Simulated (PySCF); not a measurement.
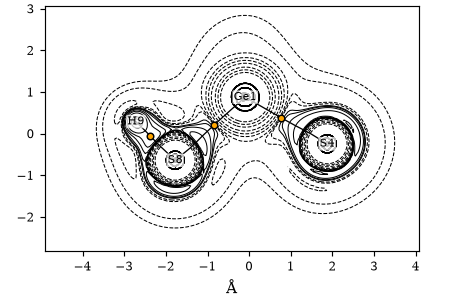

*Ge(SH)4 (GeH4S4). Negative Laplacian of the density (−∇²ρ) in the plane of Ge1, S4, S8 and H9 (solid lines positive, dashed lines negative, contours at ±0.02 to ±8 a.u.), with bond paths and bond critical points (dots).*

PySCF calculation, TPSSh/def2-TZVP, gas phase; geometry: GFN2-xTB. No frequency check shows the geometry to be a minimum. GFN2-xTB bond lengths at metals and heavier atoms can be off by up to 0.1 Å and shapes distorted, which carries into these values.

**Sort the bonds in the plane by the sign of ∇²ρ at their critical points.**

Concentrated (∇²ρ < 0): S8–H9 (−0.66 a.u.). Depleted (∇²ρ > 0): Ge1–S8 (+0.02 a.u., H = −0.046); Ge1–S4 (+0.02 a.u., H = −0.046).

**Where along S8–H9 does the critical point lie?**

0.83 Å from S8 and 0.49 Å from H9.
